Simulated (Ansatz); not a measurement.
Frequency calculation, with input and output: C3H9NSi

- system: C3H9NSi
- method: RKS PBE0-D4/def2-SVP (Ansatz 0.2.0)

It belongs to a series of runs on one base structure; here: vibrations at the highest image of the band.

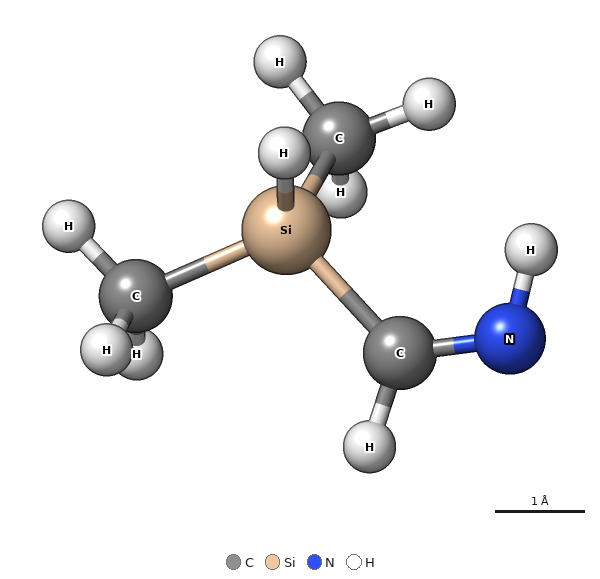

Fig. 1: The input geometry (ball-and-stick view, seen at a tilt).

**Input file**
```yaml
crystal:
  periodic: [false, false, false]
  atoms:
    - { symbol: C, position_ang: [-1.080434, 1.219304, 0.521029] }
    - { symbol: Si, position_ang: [0.387113, 0.077841, 0.238934] }
    - { symbol: C, position_ang: [0.191735, -1.55553, 1.142172] }
    - { symbol: C, position_ang: [0.562458, -0.226297, -1.638486] }
    - { symbol: "N", position_ang: [0.725467, 0.665789, -2.533046] }
    - { symbol: H, position_ang: [-0.971914, 2.151023, -0.056098] }
    - { symbol: H, position_ang: [-1.171357, 1.491601, 1.58411] }
    - { symbol: H, position_ang: [-2.01919, 0.736258, 0.207921] }
    - { symbol: H, position_ang: [1.636213, 0.775686, 0.689856] }
    - { symbol: H, position_ang: [0.108128, -1.401505, 2.229158] }
    - { symbol: H, position_ang: [1.055162, -2.21433, 0.960524] }
    - { symbol: H, position_ang: [-0.715027, -2.082672, 0.804987] }
    - { symbol: H, position_ang: [0.512014, -1.270227, -2.011021] }
    - { symbol: H, position_ang: [0.766735, 1.603857, -2.111242] }
basis:
  gaussian: { orbitals: def2-SVP }
hamiltonian:
  xc: pbe0
  dispersion: d4
phonons: {}
```

Command:
```bash
ansatz run input.yaml --threads 2 --pin off --max-ram 3072MiB --backend cpu --events-out ev --progress --plain --runs-dir out
```

**Output**
```
Engine: ansatz 0.2.0, x86_64-unknown-linux-gnu
Functional definition: PBE0
  parameter a = 0.25
  parameter kappa = 0.804
  parameter beta = 0.06672455060314922
  exchange = (1 - a)*pbe_x(kappa = kappa, mu = beta*pi^2/3) + a*exact_x
  correlation = pbe_c(beta = beta)
1323 factors; integrals over basis functions are off by at most 3.8e-4 eV
mean field evaluation 1: about -12600.6692 eV, gradient 6.3e1 eV
mean field evaluation 2: about -12597.0920 eV, gradient 7.2e1 eV
mean field evaluation 4: about -12610.1389 eV, gradient 3.1e0 eV
mean field evaluation 8: about -12610.1840 eV, gradient 1.4e-1 eV
mean field evaluation 16: about -12610.1841 eV, gradient 3.5e-5 eV
mean field -12610.18406401 eV, -463.4157168628 hartree, gradient 3.5e-5 eV, S^2 0.000000; 0 other end points of the search recorded, 0 dependent functions left out
the calculation of the forces begins
reference -12610.18409312 eV, -463.4157179322 hartree; 24, 24 occupied and 95, 95 virtual orbitals, 1323 factors
these checks for a lower state are left out or cut short: stability, starts, cluster_reference, orbital_swaps, neighbouring_geometries, increment
1323 factors; integrals over basis functions are off by at most 3.8e-4 eV
mean field -12610.18390935 eV, -463.4157111790 hartree, gradient 1.0e-6 eV, S^2 0.000000; 0 other end points of the search recorded, 0 dependent functions left out
[... from here on the field's lines of each further geometry are left out, up to the last ...]
the calculation of the forces begins
reference -12610.18406392 eV, -463.4157168592 hartree; 24, 24 occupied and 95, 95 virtual orbitals, 1323 factors
these checks for a lower state are left out or cut short: stability, starts, cluster_reference, orbital_swaps, neighbouring_geometries, increment
1323 factors; integrals over basis functions are off by at most 3.8e-4 eV
mean field evaluation 512: about -12610.1602 eV, gradient 1.6e-1 eV
mean field -12610.18402881 eV, -463.4157155692 hartree, gradient 1.3e-6 eV, S^2 0.000000; 0 other end points of the search recorded, 0 dependent functions left out
the calculation of the forces begins
reference -12610.18405792 eV, -463.4157166388 hartree; 24, 24 occupied and 95, 95 virtual orbitals, 1323 factors
WARN: phonons: modes at or below zero, which the zero-point energy, F, S and C_V leave out: 1, the lowest at -73.42 cm⁻¹. A minimum has none, and a first-order saddle one
Total energy: -12610.42450743 eV, -463.4245529953 hartree
Atom 0 at    -1.080434     1.219304     0.521029 Å, force     0.002664     0.001689    -0.003182 eV/Å
Atom 1 at     0.387113     0.077841     0.238934 Å, force     0.000367     0.000980    -0.004727 eV/Å
Atom 2 at     0.191735    -1.555530     1.142172 Å, force    -0.001683    -0.003140     0.000466 eV/Å
Atom 3 at     0.562458    -0.226297    -1.638486 Å, force    -0.004134    -0.013708     0.024464 eV/Å
Atom 4 at     0.725467     0.665789    -2.533046 Å, force     0.003898     0.004105    -0.021591 eV/Å
Atom 5 at    -0.971914     2.151023    -0.056098 Å, force    -0.000909    -0.001197    -0.001204 eV/Å
Atom 6 at    -1.171357     1.491601     1.584110 Å, force     0.000154    -0.000131     0.001935 eV/Å
Atom 7 at    -2.019190     0.736258     0.207921 Å, force    -0.000901    -0.001750     0.002223 eV/Å
Atom 8 at     1.636213     0.775686     0.689856 Å, force    -0.001130    -0.000960    -0.000807 eV/Å
Atom 9 at     0.108128    -1.401505     2.229158 Å, force    -0.000130     0.001108     0.001007 eV/Å
Atom 10 at     1.055162    -2.214330     0.960524 Å, force     0.000007     0.000321    -0.000602 eV/Å
Atom 11 at    -0.715027    -2.082672     0.804987 Å, force     0.001306     0.000495    -0.000862 eV/Å
Atom 12 at     0.512014    -1.270227    -2.011021 Å, force    -0.000123     0.004713    -0.001246 eV/Å
Atom 13 at     0.766735     1.603857    -2.111242 Å, force     0.000615     0.007475     0.004125 eV/Å
Dipole moment:    -0.172638    -0.046055     0.479868 e Å
Vibrations: -73.42 138.39 152.93 165.80 192.99 220.81 354.01 593.81 604.32 629.55 686.45 713.07 768.98 784.60 853.70 889.02 899.93 1173.51 1215.51 1261.26 1267.34 1399.10 1422.81 1426.22 1433.44 1435.98 1714.85 2199.77 3029.62 3056.99 3057.22 3160.46 3161.54 3164.34 3165.04 3420.48 cm⁻¹, zero-point energy 3.088062 eV
```

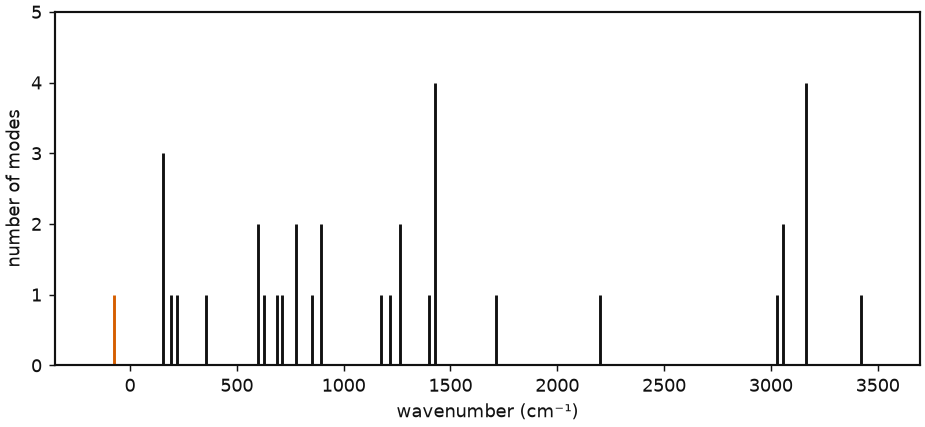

Fig. 2: Harmonic vibrational wavenumbers from the force constants; neighbouring modes closer than 16 cm⁻¹ are counted in one stick, and imaginary ones are drawn at negative wavenumbers. 36 modes from 73i to 3420 cm⁻¹, 1 imaginary beyond 8i (73i cm⁻¹): not a clean minimum; so soft a mode can be a shallow saddle, an incomplete relaxation or noise of the force constants.

**Results in brief**

| quantity | value |
| --- | --- |
| outcome | converged |
| total energy | −12610.4245 eV |
| mean-field energy | −12610.1841 eV |
| largest force (length of the vector) | 0.028 eV/Å |
| hardware | 2 threads of INTEL XEON PLATINUM @ 2.10GHz (Emerald Rapids), 24 GiB of memory available, shared host |
| wall time | 2.4 min (CPU time 4.5 min) |
| peak memory | 0.3 GiB |
